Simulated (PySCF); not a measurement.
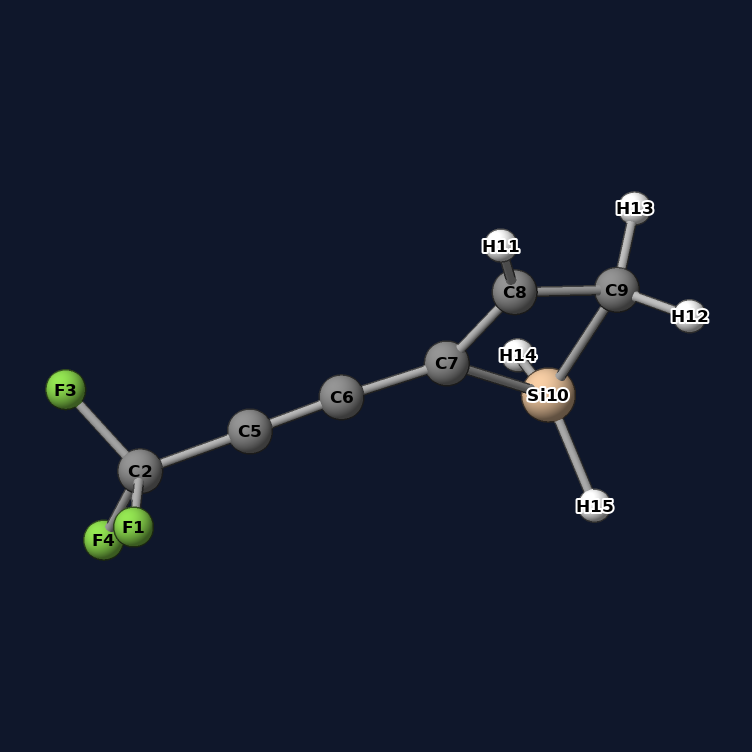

The questions are on Hirshfeld charges. Computed geometry: GFN2-xTB optimisation. No frequency run is at hand to confirm it as a minimum. Method: PBE0/pcSseg-1, gas phase (PySCF 2.14.0).

Which atom carries the highest charge (most positive or least negative)?

Answer. Si10 (0.37 e).

And the lowest?

Answer. C9 (−0.16 e).

Give the Hirshfeld charges atom by atom.

```tsv
atom	value (e)
F1	−0.10
C2	0.26
F3	−0.10
F4	−0.10
C5	−0.10
C6	−0.02
C7	−0.09
C8	0.00
C9	−0.16
Si10	0.37
H11	0.06
H12	0.04
H13	0.04
H14	−0.06
H15	−0.06
```

The geometry is semi-empirical. Around Si such bond lengths and angles can be off by a tenth of an ångström or more and by several degrees, and values that hang on the shape move with them.
